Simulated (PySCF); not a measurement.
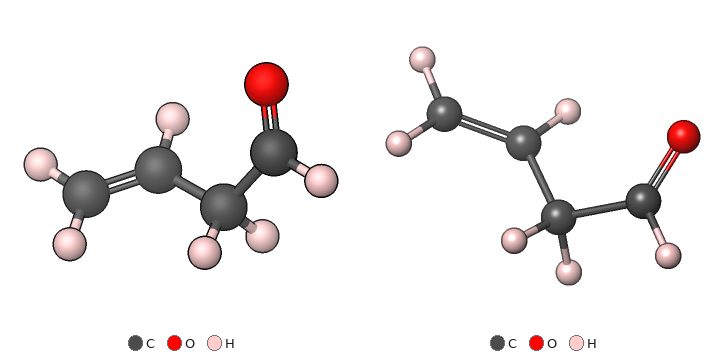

Both panels show the same species.

What is the molecular formula?

Answer. C₄H₆O, 11 atoms: 4 carbon, 6 hydrogen and 1 oxygen.

Which point group does it belong to?

Answer. C1.

What is its SMILES?

Answer. C=CCC=O

Name some functional groups or characteristic bonds that it holds.

Answer. Among them: aldehyde, alkene.

Does it have rings?

Answer. It has no ring.

More results for the same structure follow; atom numbers are the same in all pictures, views and colours differ. The geometry was computed by an optimisation with PBE0-D3(BJ)/def2-SVP. No frequency run is at hand to confirm it as a minimum.

**Core levels**

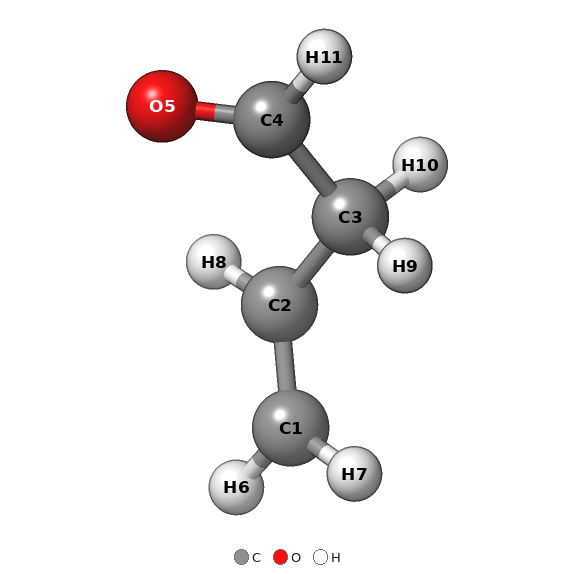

No frequency run is at hand to confirm it as a minimum. Level of theory: delta-SCF UKS SCAN, pcX-2 on the ionised atom, pcseg-1 elsewhere, spin-free X2C (PySCF 2.14.0).

Give the core-electron binding energies (to vacuum) of C1 1s, C2 1s, C3 1s, C4 1s, O5 1s.

```json
{"atom": "C1", "level": "1s", "binding energy (eV)": "290.5"}
{"atom": "C2", "level": "1s", "binding energy (eV)": "290.8"}
{"atom": "C3", "level": "1s", "binding energy (eV)": "291.4"}
{"atom": "C4", "level": "1s", "binding energy (eV)": "293.6"}
{"atom": "O5", "level": "1s", "binding energy (eV)": "538.2"}
```

**Charges**

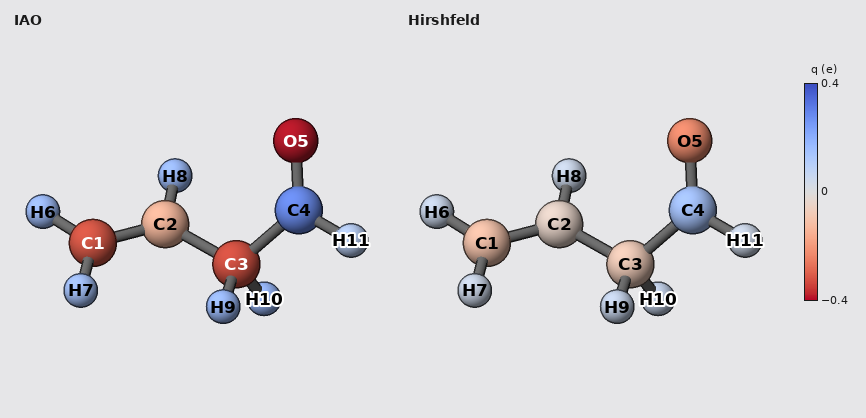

Atomic charges of one calculation by 2 schemes, on one colour scale. No frequency run is at hand to confirm it as a minimum. Computed with PBE0/pcSseg-1 (PySCF 2.14.0).

Which scheme gives the most polar picture (largest mean size of the charges)?

Answer. The IAO charges are the largest in size here.

On which atom do the schemes disagree most?

Answer. On C3 (from −0.32 to −0.07 e).

List the charges (e), one line for each set of equivalent atoms.

| atom | IAO | Hirshfeld |
| --- | --- | --- |
| C1 | −0.31 | −0.10 |
| C2 | −0.13 | −0.04 |
| C3 | −0.32 | −0.07 |
| C4 | 0.27 | 0.14 |
| O5 | −0.38 | −0.22 |
| H6 | 0.15 | 0.05 |
| H7 | 0.14 | 0.04 |
| H8 | 0.15 | 0.05 |
| H9 | 0.16 | 0.06 |
| H10 | 0.17 | 0.06 |
| H11 | 0.09 | 0.04 |

**Levels of theory compared**

No frequency run is at hand to confirm it as a minimum. Program: PySCF 2.14.0.

Compare dipole (D), HOMO–LUMO gap (eV) at these levels: B3LYP/pcJ-1; CAM-B3LYP/pcSseg-2; PBE0/def2-SVPD; PBE0/pcSseg-1.

| level | dipole (D) | HOMO–LUMO gap (eV) |
| --- | --- | --- |
| B3LYP/pcJ-1 | 2.64 | 6.26 |
| CAM-B3LYP/pcSseg-2 | 2.77 | 9.31 |
| PBE0/def2-SVPD | 2.73 | 6.65 |
| PBE0/pcSseg-1 | 2.67 | 6.77 |
